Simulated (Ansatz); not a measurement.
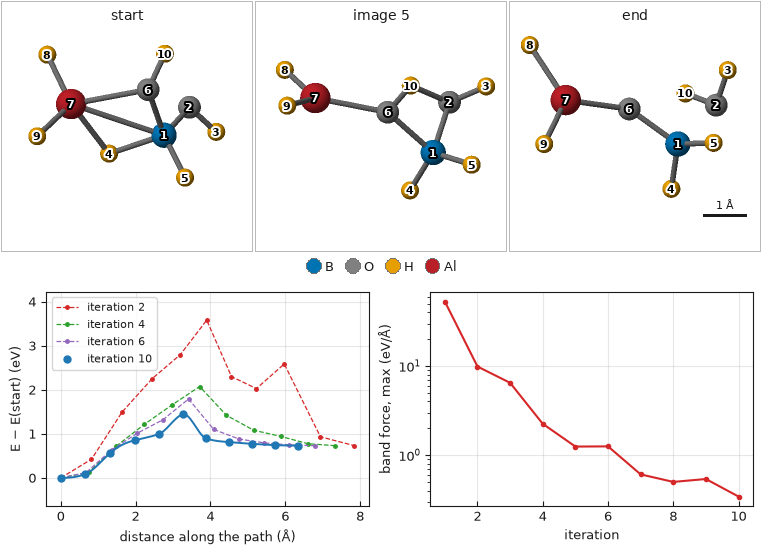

A nudged-elastic-band calculation for AlBH₆O₂. Images are numbered from 0 (start) to 10 (end). The plot follows the band through its iterations. A ball-and-stick model, seen at a tilt.

All numbers below come from RKS PBE0/6-31G* (Ansatz 0.2.0). Run with 9 movable images; climbing image; force threshold 0.5 eV/Å; iteration limit 49; starting path through a guess of the saddle point.

> Judge this run.

The run met only a loose threshold, so the barrier can't be trusted yet. The band converged in 10 iterations. The largest component of the band force went from 53 to 0.34 eV/Å. The climbing image converged on the top of the path. Its curvatures weren't checked. The force threshold is so loose that the height of the top is at best an upper bound. The first iteration put the highest image at 11.40 eV. The energy climbs by 1.44 eV to image 5 and then falls by 0.71 eV, so the end point sits at +0.73 eV.

The run took 4.2 min on 1 thread of Arm Neoverse V2, with other jobs on the host, peak memory 0.15 GiB.
